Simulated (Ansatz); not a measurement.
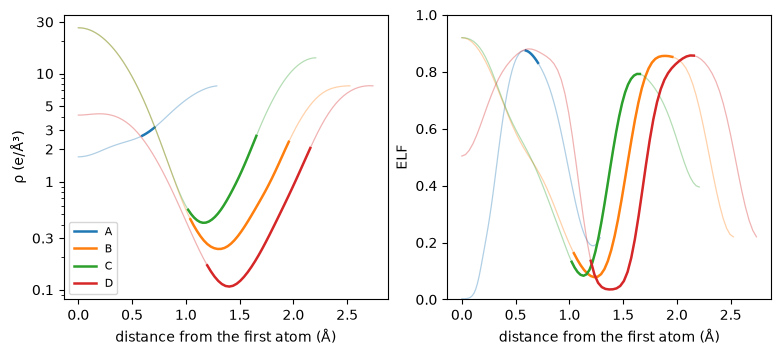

Figure. KCdCO3F. Valence electron density and ELF along straight lines between neighbouring atoms. Thin, pale parts lie inside the atomic spheres.

Space group P-6m2.

Level of theory: Ansatz 0.2.0, DFT PBEsol, scalar-relativistic, plane waves, PAW.

The density is the valence pseudo-density of a PAW calculation; it isn't the true density close to the nuclei.

Which curve belongs to which contact (Cd–F, Cd–O, C–O and K–O)? The first atom named is at distance zero.

Curve A: C–O (1.29 Å): ρ is about 2.8 e/Å³ halfway; the ELF peaks at about 0.85 between the atoms. Curve B: Cd–O (2.53 Å): ρ is about 0.24 e/Å³ halfway; the ELF is about 0.10 at the midpoint; no shared electron pair shows on this line. Curve C: Cd–F (2.21 Å): the density is about 0.44 e/Å³ at the midpoint; the ELF peaks at about 0.80 in the valence shell of F, 0.6 Å from its nucleus, and drops to about 0.10 between the two atoms (no localised pair shows between them). Curve D: K–O (2.74 Å): ρ is about 0.11 e/Å³ halfway; the ELF is about 0.05 at the midpoint (a largely ionic contact).
